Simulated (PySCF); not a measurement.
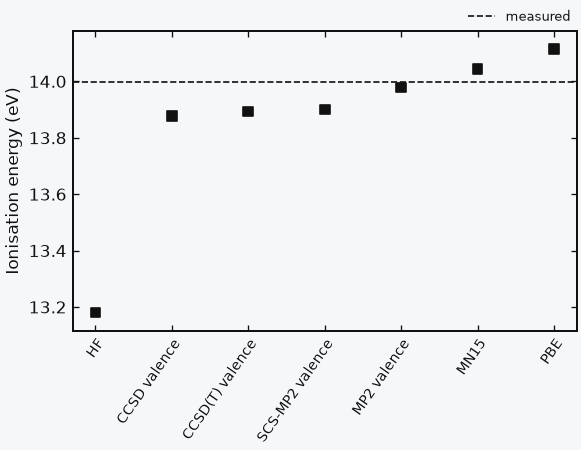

The ionisation energy of neutral krypton ([Kr] → [Ar] 3d¹⁰ 4s² 4p⁵) across levels of theory. PySCF, aug-cc-pVDZ-DK, spin-free X2C-1e, unrestricted single determinants, no spin-orbit coupling. Methods marked “valence” freeze 28 core electrons.

Q: How do the methods compare?

A: The values run from 13.180 eV (HF) to 14.115 eV (PBE). The measured value is 14.000 eV; nearest to it come MP2 valence (−0.021) and MN15 (+0.044), furthest HF (−0.819 eV).

| Method | Ionisation energy (eV) |
| --- | --- |
| HF | 13.180 |
| MN15 | 14.044 |
| PBE | 14.115 |
| MP2 valence | 13.979 |
| SCS-MP2 valence | 13.900 |
| CCSD valence | 13.876 |
| CCSD(T) valence | 13.894 |

Limits of the model: spin-orbit shift not estimated.
